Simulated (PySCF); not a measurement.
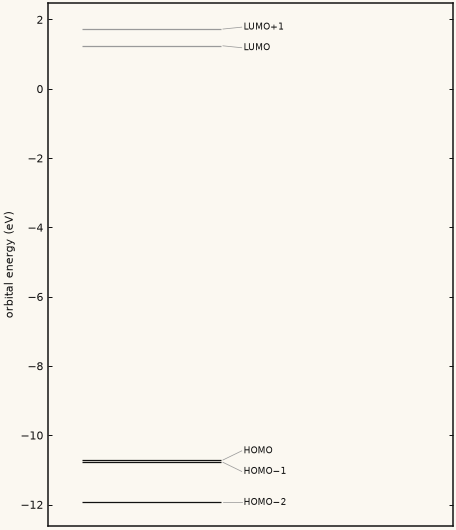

Kohn-Sham orbital energies near the frontier, CAM-B3LYP/def2-SVPD in PySCF, at a PBE0-D3(BJ)/def2-SVP geometry (no frequency check), isolated molecule; empty levels in grey, levels within 0.03 eV side by side.

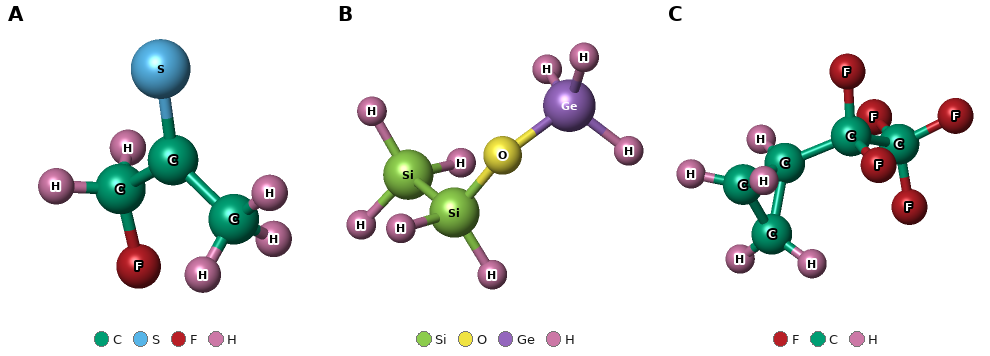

> Which molecule has this level scheme? Choose among the lettered structures.

Structure C, C₅H₅F₅, SMILES FC(F)(F)C(F)(F)C1CC1. HOMO −10.72 eV, LUMO 1.24 eV, separation 11.96 eV.

Note: one conformer of a flexible molecule; empty levels above zero depend strongly on the basis.
